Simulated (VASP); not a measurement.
Band structure of MgF2 (rutile). Computed with revPBE GGA, VASP's PBE PAW potentials (set 64) (plane waves; VASP 6.6.1).

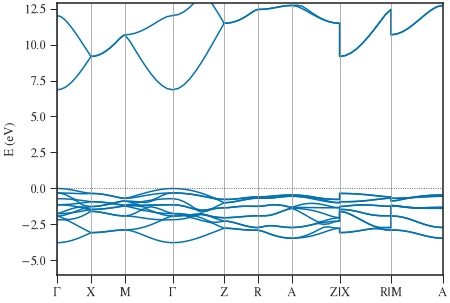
Figure: Bands along high-symmetry lines, zero at the valence-band maximum or, without a gap, the Fermi level

Q: Read the plot: is there a gap, and where are the band edges?

A: The gap is direct, 6.86 eV, from the valence maximum at Γ to the conduction minimum at Γ. (Edges off the drawn lines would not show.)

Measured: gap 12.40 eV (computed value off by -5.54 eV), as given by Andrés Aguado et al., Journal of the Physical Society of Japan (1999), arXiv:cond-mat/9901145.

The compound is MgF2 in the rutile structure. It was relaxed first, which changed the volume by +8 %.
